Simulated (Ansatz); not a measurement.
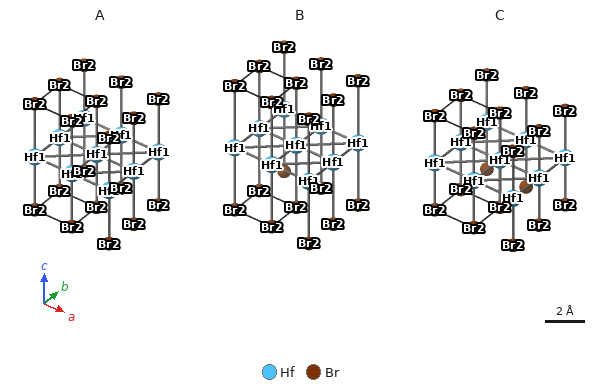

3 geometries from one relaxation of solid HfBr (a generated structure, set up in P6/mmm) (coarse preliminary run), in shuffled order. Style: ball-and-stick. Shown: the cell of the calculation, repeated 2 × 2 × 1 with one cell outlined, slightly off an axis.

Theory: Ansatz 0.2.0, DFT PBE, scalar-relativistic, plane waves, PAW. (plane-wave cutoff 420 eV; k-point mesh 6 × 6 × 4; occupations gaussian; smearing width 0.1 eV; no spin polarisation; cell and atoms relaxed; force threshold 0.04 eV/Å; at most 70 steps)

**Put them in the order of the run, from the start to the converged end.**

B, A, C. They are steps 0, 3, 8, at +1.757 eV per cell of the calculation, +0.716 eV per cell of the calculation relative to the last. The atoms keep their places relative to the cell (all moves are under 0.005 Å). The drawn cell changes as follows: a = b 3.190 → 3.372 Å (+5.7 %), c 6.775 → 5.138 Å (−24.2 %); the volume changes by −15.2 %. Among the contacts that change: Hf1–Br2 3.387 → 2.569 Å, Hf1–Hf1 3.190 → 3.372 Å. The space group stays P6/mmm (No. 191). The energy falls by 1.757 eV per cell of the calculation in 6 accepted moves (8 points after the start). All forces vanish by symmetry, so only the cell relaxes. The pressure goes from −6.31 to 0.19 GPa. The line search rejected the trial step at point 6 of the run. At 1 point the geometry stayed and the basis and grid were re-selected for the new cell (energy shift of 0.5 meV per cell of the calculation at most each time). Cost: 16 s on 1 thread of Arm Neoverse V2 (shared host), peak memory 0.33 GiB.
